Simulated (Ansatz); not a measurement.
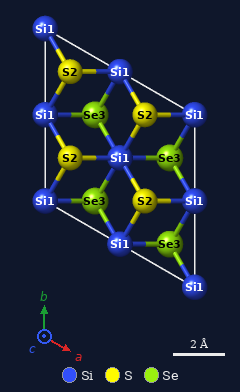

Starting structure of a slab of composition SiSeS. Style: ball-and-stick. Shown: the 2 × 2 repeat of the cell, outlined in the plane, without the vacuum, along the c axis.

Computed with DFT, LDA, plane waves, PAW (Ansatz 0.2.0).

Input
```yaml
crystal:
  lattice:
    - [3.4059254448, 0.0, 0.0]
    - [-1.7029627224, 2.9496179586, 0.0]
    - [0.0, 0.0, 29.1716634352]
  atoms:
    - { symbol: Si, position: [0.0, 0.0, 0.3102619601] }
    - { symbol: S, position: [0.3333333333, 0.6666666667, 0.3549364693] }
    - { symbol: Se, position: [0.6666666667, 0.3333333333, 0.2603572921] }
  periodic: [true, true, false]
kpoints:
  mp_grid: { grid: [12, 12, 1] }
hamiltonian:
  xc: lda
scf:
  occupations: { method: fermi_dirac, width: 0.02 }
relax:
  f_tol: 0.005
  cell: {}
```

Launched with:
```bash
ansatz run input.yaml --threads 4 --pin off --max-ram 5529MiB --backend cpu --events-out ev --progress --plain --runs-dir out
```

**What does the optimiser find from here?**

After 5 accepted moves (6 points after the start) the energy has fallen by 37.5 meV per cell of the calculation. The largest force component goes from 0.39 to 0.00024 eV/Å. The SCF was repeated once at an unchanged geometry on a basis and grid sized afresh for the cell, which shifted the energy by 0.3 meV per cell of the calculation at most. The atom that moves furthest relative to the cell and the layer's centre is Se3 (0.012 Å along the normal (+c)). Largest moves by element: Se 0.012 Å, S 0.011 Å, Si 0.001 Å. In the plane the drawn cell goes a 6.812 → 6.686 Å (−1.8 %), b 6.812 → 6.686 Å (−1.8 %). Among the contacts that change: Si1–Se3 2.447 → 2.410 Å, Si1–S2 2.359 → 2.323 Å. Cost: 16 s on 4 threads of Arm Neoverse V1, on a shared host, peak memory 0.51 GiB.

The structure at the end:

```
Si S Se
1.0
     3.34306    0.00000    0.00000
    -1.67153    2.89518    0.00000
     0.00000    0.00000   29.17166
Si S Se
1 1 1
Direct
  0.00000 0.00000 0.31024
  0.33333 0.66667 0.35456
  0.66667 0.33333 0.26076
```

The end point in the same view:

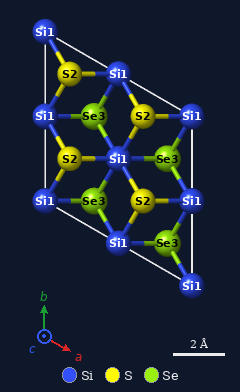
